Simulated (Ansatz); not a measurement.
## SnH3Cl: a changed input and its effect

System: SnH3Cl.
Method of the first run: RKS SPW92/def2-TZVPP (Ansatz 0.2.0).

The geometry comes from this level: PBE0-D4/def2-TZVP. Text and figures count atoms from 1; the logs count them from 0 in places.

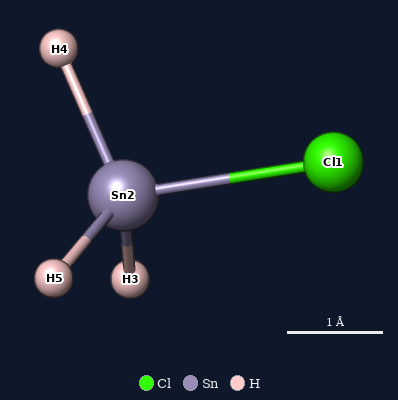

Fig. 1: The input geometry (ball-and-stick view, seen at a tilt; atoms are numbered from 1 in the order of the input). Sticks mark near contacts. Bond lengths as drawn: Cl–Sn 2.33 Å and H–Sn 1.70 Å.

## Input, the first run
```yaml
crystal:
  periodic: [false, false, false]
  atoms:
    - {symbol: Cl, position_ang: [-1.839361, 0.332408, 1.029866]}
    - {symbol: Sn, position_ang: [0.168907, -0.044531, -0.097513]}
    - {symbol: H, position_ang: [-0.120467, 0.362884, -1.722403]}
    - {symbol: H, position_ang: [0.522669, -1.694171, 0.111123]}
    - {symbol: H, position_ang: [1.318153, 0.969910, 0.637428]}
basis:
  gaussian: {orbitals: def2-TZVPP}
hamiltonian: {xc: lda}
output: {orbitals: {seedname: orbitals}}
```

Hardware: 2 CPU threads, shared host.

## Output (the first run)
```
Functional definition: SPW92
  exchange = slater_x
  correlation = pw_c
859 factors; their error is unknown
mean field evaluation 1: about -18352.3462 eV, gradient 2.2e1 eV
mean field evaluation 2: about -18352.2366 eV, gradient 2.5e1 eV
mean field evaluation 4: about -18353.4095 eV, gradient 1.6e0 eV
mean field evaluation 8: about -18353.4180 eV, gradient 5.5e-2 eV
mean field evaluation 16: about -18353.4048 eV, gradient 7.1e-5 eV
mean field -18353.40484601 eV, -674.4751877061 hartree, gradient 7.1e-5 eV, S^2 0.000000; 0 other end points of the search recorded, 0 dependent functions left out
reference -18353.40488670 eV, -674.4751892015 hartree; 21, 21 occupied and 113, 113 virtual orbitals, 859 factors
Total energy: -18353.40488670 eV, -674.4751892015 hartree
```

The input of the second run differs as follows (lines with − go, lines with + come):
```diff
-hamiltonian: {xc: lda}
+hamiltonian: {xc: {name: r2SCANh}, dispersion: d4}
```

Predict how the results change.

The total energies belong to different models, so their difference says nothing on which is more stable or more accurate. The HOMO goes from −7.36 to −8.11 eV. The LUMO goes from −1.95 to −1.08 eV.

## Output (the second run)
```
Functional definition: r2SCANh
  parameter a = 0.1
  parameter k0 = 0.174
  parameter k1 = 0.065
  parameter a1 = 4.9479
  exchange = (1 - a)*r2scan_x(k0 = k0, k1 = k1, a1 = a1) + a*exact_x
  correlation = r2scan_c
874 factors; their error is unknown
mean field evaluation 1: about -18404.4469 eV, gradient 1.6e1 eV
mean field evaluation 2: about -18404.4915 eV, gradient 1.6e1 eV
mean field evaluation 4: about -18404.9956 eV, gradient 7.6e-1 eV
mean field evaluation 8: about -18405.0299 eV, gradient 2.1e-1 eV
mean field evaluation 16: about -18405.0300 eV, gradient 3.8e-5 eV
mean field -18405.02998233 eV, -676.3723764731 hartree, gradient 3.8e-5 eV, S^2 0.000000; 0 other end points of the search recorded, 0 dependent functions left out
reference -18405.02999372 eV, -676.3723768918 hartree; 21, 21 occupied and 113, 113 virtual orbitals, 874 factors
Total energy: -18405.04998528 eV, -676.3731115682 hartree
```

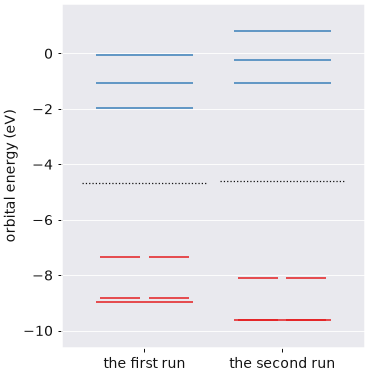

Fig. 2: The five highest filled and three lowest empty orbital energies of the two runs; the dotted lines part filled from empty levels. The HOMO–LUMO gap is 5.40 eV in the first run and 7.03 eV in the second run.

## The two runs side by side

| quantity | the first run | the second run |
| --- | --- | --- |
| outcome | converged | converged |
| total energy (hartree) | −674.475189 | −676.373112 |
| HOMO (eV) | −7.36 | −8.11 |
| LUMO (eV) | −1.95 | −1.08 |
| basis functions | 134 | 134 |
| wall time (shared host) | 0.55 s | 1.8 s |
